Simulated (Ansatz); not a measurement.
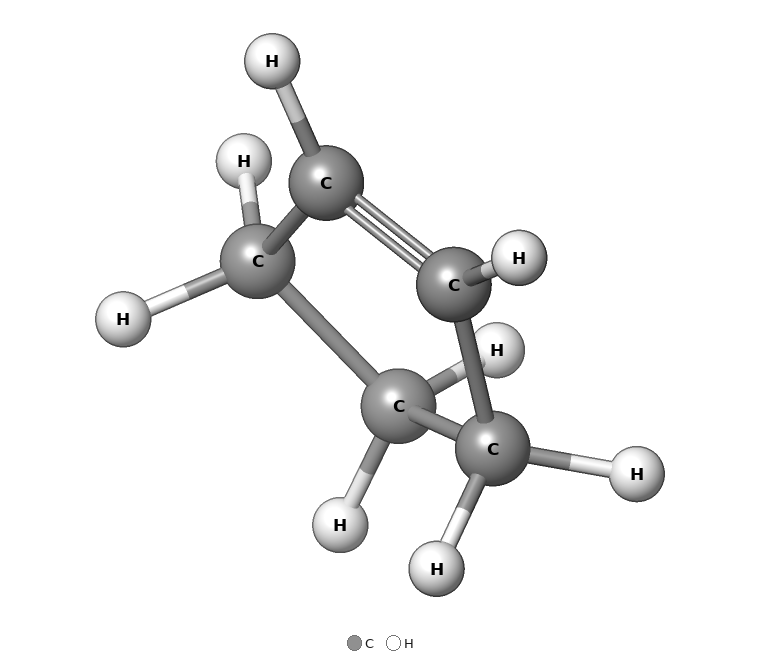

The picture shows the input geometry.

Input file:

```yaml
crystal:
  periodic: [false, false, false]
  atoms:
    - {symbol: C, position_ang: [-0.780956, 1.073748, 0.236069]}
    - {symbol: C, position_ang: [-0.723609, 0.099701, 1.136867]}
    - {symbol: C, position_ang: [0.258057, -0.966912, 0.746850]}
    - {symbol: C, position_ang: [0.546885, -0.646025, -0.729258]}
    - {symbol: C, position_ang: [0.152459, 0.828994, -0.913824]}
    - {symbol: H, position_ang: [-1.387725, 1.967667, 0.324778]}
    - {symbol: H, position_ang: [-1.276702, 0.081549, 2.069008]}
    - {symbol: H, position_ang: [-0.131179, -1.979344, 0.887005]}
    - {symbol: H, position_ang: [1.161633, -0.895602, 1.366424]}
    - {symbol: H, position_ang: [1.580415, -0.848782, -1.014267]}
    - {symbol: H, position_ang: [-0.092264, -1.267960, -1.361183]}
    - {symbol: H, position_ang: [-0.307544, 1.020887, -1.887342]}
    - {symbol: H, position_ang: [1.020929, 1.497278, -0.846227]}
basis:
  gaussian: {orbitals: def2-SVP}
hamiltonian: {xc: {name: rPW86-PBE}, dispersion: d4}
accuracy: high
output: {forces: true}
```

It was started with:

```sh
ansatz run in.yaml --threads 4 --pin off --events-out ev --progress --plain --max-ram 10444MiB
```

Result:

```
Functional definition: rPW86-PBE
  name "rPW86-PBE"
  cite "Murray, Lee & Langreth, J. Chem. Theory Comput. 5, 2754 (2009) doi:10.1021/ct900365q"
  cite "Perdew, Burke & Ernzerhof, Phys. Rev. Lett. 77, 3865 (1996) doi:10.1103/PhysRevLett.77.3865"
  parent pbe
  exchange = rpw86_x
  correlation = pbe_c
2771 factors; integrals over basis functions are off by at most 3.4e-9 eV
mean field evaluation 1: about -5310.6503 eV, gradient 6.7e1 eV
mean field evaluation 2: about -5291.1161 eV, gradient 1.1e2 eV
mean field evaluation 4: about -5323.3007 eV, gradient 2.3e0 eV
mean field evaluation 8: about -5323.3113 eV, gradient 1.8e-2 eV
mean field evaluation 16: about -5323.3114 eV, gradient 1.9e-6 eV
mean field -5323.31135016 eV, -195.6280838485 hartree, gradient 2.5e-8 eV, S^2 0.000000; 0 other end points of the search recorded, 0 dependent functions left out
the calculation of the forces begins
reference -5323.31136348 eV, -195.6280843377 hartree; 19, 19 occupied and 91, 91 virtual orbitals, 2771 factors
Total energy: -5323.60509402 eV, -195.6388787362 hartree
Atom 0 at    -0.780956     1.073748     0.236069 Å, force    -0.079413     0.551159    -0.463432 eV/Å
Atom 1 at    -0.723609     0.099701     1.136867 Å, force    -0.017558    -0.508831     0.515603 eV/Å
Atom 2 at     0.258057    -0.966912     0.746850 Å, force    -0.044654    -0.010272    -0.033845 eV/Å
Atom 3 at     0.546885    -0.646025    -0.729258 Å, force     0.073096     0.015915     0.012271 eV/Å
Atom 4 at     0.152459     0.828994    -0.913824 Å, force    -0.043485    -0.036286    -0.010805 eV/Å
Atom 5 at    -1.387725     1.967667     0.324778 Å, force    -0.294734     0.442056     0.038188 eV/Å
Atom 6 at    -1.276702     0.081549     2.069008 Å, force    -0.267933    -0.014223     0.460166 eV/Å
Atom 7 at    -0.131179    -1.979344     0.887005 Å, force    -0.144120    -0.483505     0.102532 eV/Å
Atom 8 at     1.161633    -0.895602     1.366424 Å, force     0.410426     0.000617     0.300664 eV/Å
Atom 9 at     1.580415    -0.848782    -1.014267 Å, force     0.465326    -0.120494    -0.159796 eV/Å
Atom 10 at    -0.092264    -1.267960    -1.361183 Å, force    -0.268025    -0.290926    -0.297669 eV/Å
Atom 11 at    -0.307544     1.020887    -1.887342 Å, force    -0.180119     0.129728    -0.464624 eV/Å
Atom 12 at     1.020929     1.497278    -0.846227 Å, force     0.391193     0.325061     0.000745 eV/Å
Dipole moment:     0.034814    -0.010936    -0.014032 e Å
```

Self-consistency was reached.
